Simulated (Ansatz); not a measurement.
MgS (Fm-3m): refractive index against wavelength

The refractive index of MgS (Fm-3m) below the direct gap (3.72 eV on the mesh) is read from one computed spectrum, n = √(Re ε).

Cell: a, b, c = 3.679, 3.679, 3.679 Å (primitive vectors), 2 atoms.

Method: Ansatz 0.2.0, PBE, independent particles, k-mesh 12×12×12 with interpolation inside its cells, Gaussian parameter 0.15 eV.

Launch of the response step: `ansatz run input.yaml --threads 4 --pin off --max-ram 8192MiB --backend cpu --events-out ev --progress --plain --runs-dir out`. The run took 4 s, on 4 threads of Arm Neoverse V1, on a shared host.

```tsv
wavelength (nm)	photon energy E (eV)	n
1550	0.800	2.4443
1310	0.946	2.4506
1064	1.165	2.4623
850	1.459	2.4822
700	1.771	2.5097
633	1.959	2.5296
532	2.331	?
```

In the single-oscillator model n² − 1 = E₀E_d/(E₀² − E²), so 1/(n² − 1) = E₀/E_d − E²/(E₀E_d) is linear in E².

Working, on the rows shown:

| x = E² (eV²) | y = 1/(n² − 1) |
| --- | --- |
| 0.639837 | 0.201021 |
| 0.895757 | 0.199783 |
| 1.35784 | 0.197514 |
| 2.12762 | 0.193749 |
| 3.13716 | 0.188729 |
| 3.83641 | 0.185224 |

Means: x̄ = 1.9991, ȳ = 0.19434. Σ(x − x̄)(y − ȳ) = -0.04033, Σ(x − x̄)² = 8.164. Slope = -0.04033 / 8.164 = -0.004941; intercept = ȳ − slope · x̄ = 0.20421. Turned back into n, the line misses the rows shown by at most 0.00025.

Q: Predict the last column of the withheld row from the fit.

A: At x = 5.4314 the line gives y = 0.17738, that is 2.5764. The run gave 2.5782, so the extrapolation is off by 0.0018, 1.4 % of the range in the table.

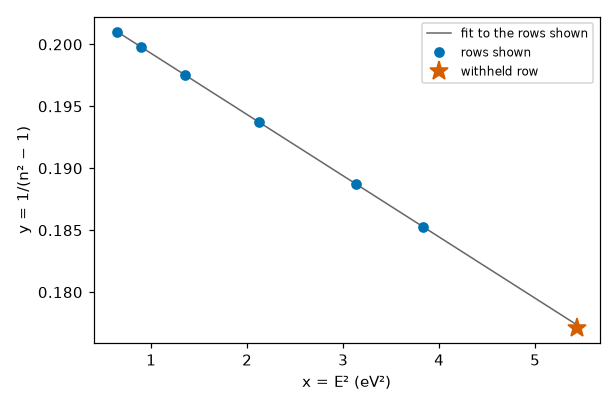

Refitted with all rows, the slope is -0.004989 and the intercept 0.20429. These give E₀ = √(intercept/−slope) = 6.40 eV and E_d = E₀/intercept = 31.3 eV; E₀ is 1.7 times the direct gap. The electronic limit at long wavelengths, without lattice vibrations, is n = √(1 + 1/intercept) = 2.428. Excitons are left out and so are local fields; PBE gaps are as a rule too small.

[Logs are printed without paths, hosts, clocks, repeated set-up lines and the standing remarks that a program may print on its own settings, such as how far it seeks lower states.]
